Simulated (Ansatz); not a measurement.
**BClF2 (SMILES FB(F)Cl) at CCSD(T)/STO-3G**

What is the vertical singlet–triplet gap of BClF2 at CCSD(T)/STO-3G? 

The calculation is run with Ansatz 0.2.0.

66 further runs of the same task are left out: 7 that didn't finish, 59 set aside as unsound or not needed.

## Step 1: The structure to begin with

BClF2 has 4 atoms, charge 0, and is taken as a singlet. As SMILES, `FB(F)Cl`. The shape is that of a PBE0-D4/def2-TZVP optimisation.

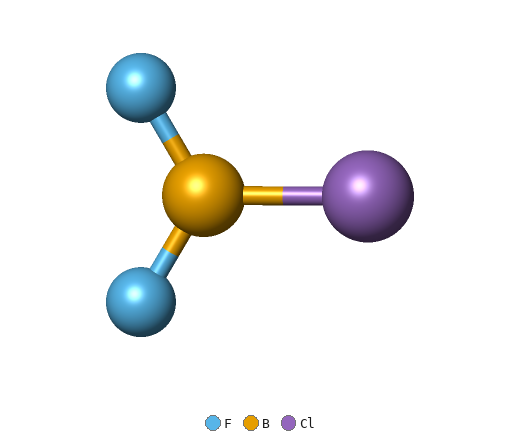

Viewed from a chosen angle; fluorine blue, boron amber, chlorine purple.

## Step 2: The energy at CCSD(T)/STO-3G

The input, molecule.yaml:

```yaml
crystal:
  periodic: [false, false, false]
  atoms:
    - {symbol: F, position_ang: [-0.173700, -1.254300, -0.546300]}
    - {symbol: B, position_ang: [-0.067100, -0.041300, -0.062000]}
    - {symbol: F, position_ang: [-1.011600, 0.830100, -0.317700]}
    - {symbol: Cl, position_ang: [1.307900, 0.405300, 0.905700]}
basis:
  gaussian:
    orbitals: STO-3G
accuracy: high
scf:
  omitted_lower_state_checks: [cluster_reference, increment]
correlation:
  method: ccsd_t
  frozen_orbitals: {B: 1, Cl: 5, F: 1}
```

On the command line:

```sh
$ ansatz run molecule.yaml --threads 1 --pin off --max-ram 2610MiB --events-out events.jsonl --progress --plain --runs-dir runs
```

The log of the run, cut to the lines that bear on the results:

```text
Warning: RAYON_NUM_THREADS=1 ignored (pool sized by the plan → 1); use --threads N
Functional definition: HF
  name "HF"
[...]
443 factors; integrals over basis functions are off by at most 3.2e-8 eV
[...]
mean field -18372.91535684 eV, -675.1921857546 hartree, gradient 1.9e-8 eV, S^2 0.000000; 0 other end points of the search recorded, 0 dependent functions left out
8 core orbitals not correlated: weight in the atoms' cores, before any rotation towards them, 1.000 or more for the frozen orbitals, at most 0.000 for the correlated occupied ones
reference -18372.91535684 eV, -675.1921857546 hartree; 12, 12 occupied and 4, 4 virtual orbitals, 443 factors
second order -2.38083208 eV of doubles, -0.00000000 eV of singles
cycle   1  -2.46623040 eV  change   -8.5e-2 eV  update   8.3e-2
[...]
cycle  17  -2.68987000 eV  change   5.7e-10 eV  update   1.4e-9
perturbative correction -0.20883372 eV, -0.0076744977 hartree
Total energy: -18375.81406056 eV, -675.2987111516 hartree
Checks for a lower state left out: cluster_reference, increment
```

Run time: 0.24 s. Hardware: 1 thread of Arm Neoverse V1, shared host.

## Step 3: The triplet

The input, job.yaml:

```yaml
crystal:
  periodic: [false, false, false]
  atoms:
    - symbol: F
      position_ang: [-0.173700, -1.254300, -0.546300]
    - symbol: B
      position_ang: [-0.067100, -0.041300, -0.062000]
    - symbol: F
      position_ang: [-1.011600, 0.830100, -0.317700]
    - symbol: Cl
      position_ang: [1.307900, 0.405300, 0.905700]
basis:
  gaussian:
    orbitals: STO-3G
magnetization:
  spin_polarized: true
  initial_magnetization: 2
correlation:
  method: ccsd_t
  frozen_orbitals: {B: 1, Cl: 5, F: 1}
accuracy: high
scf:
  omitted_lower_state_checks: [cluster_reference, increment]
```

On the command line:

```sh
$ ansatz run job.yaml --threads 1 --pin off --max-ram 2610MiB --events-out events.jsonl --progress --plain --runs-dir runs
```

The log of the run, cut to the lines that bear on the results:

```text
Warning: RAYON_NUM_THREADS=1 ignored (pool sized by the plan → 1); use --threads N
[... 2 set-up lines as earlier in the session ...]
[...]
443 factors; integrals over basis functions are off by at most 3.2e-8 eV
[...]
mean field -18364.30403854 eV, -674.8757256442 hartree, gradient 2.0e-8 eV, S^2 2.004740; 14 other end points of the search recorded, 0 dependent functions left out
8 core orbitals not correlated: weight in the atoms' cores, before any rotation towards them, 1.000 or more for the frozen orbitals, at most 0.000 for the correlated occupied ones
reference -18364.30403854 eV, -674.8757256442 hartree; 13, 11 occupied and 3, 5 virtual orbitals, 443 factors
second order -1.48577850 eV of doubles, -0.00000000 eV of singles
cycle   1  -1.72557652 eV  change   -2.4e-1 eV  update   7.1e-2
[...]
cycle  52  -2.07562019 eV  change   2.7e-10 eV  update   1.7e-9
perturbative correction -0.11389070 eV, -0.0041854059 hartree
Total energy: -18366.49354943 eV, -674.9561886852 hartree
Checks for a lower state left out: cluster_reference, increment
```

Wall time 1.5 s (1 thread of Arm Neoverse V1, shared host).

## Step 4: Outcome

Level: CCSD(T)/STO-3G, 8 core orbitals frozen.

```
                                            quantity          value
                               singlet: total energy  -675.29871 Eh
singlet: correlation energy (8 core orbitals frozen)     -106.5 mEh
                             singlet: (T) correction      -7.67 mEh
                              singlet: T1 diagnostic          0.014
                               triplet: total energy  -674.95619 Eh
triplet: correlation energy (8 core orbitals frozen)      -80.5 mEh
                             triplet: (T) correction      -4.19 mEh
          triplet: ⟨S²⟩ of the reference determinant          2.005
                              triplet: T1 diagnostic          0.041
    vertical energy of the triplet above the singlet       9.321 eV
```

At this shape the triplet lies 9.32 eV (215 kcal/mol) above the singlet. In a minimal basis such a difference can be off by several eV, whatever the method. The triples (singlet) make up 7.2 % of the correlation energy. The triples (triplet) make up 5.2 % of the correlation energy.
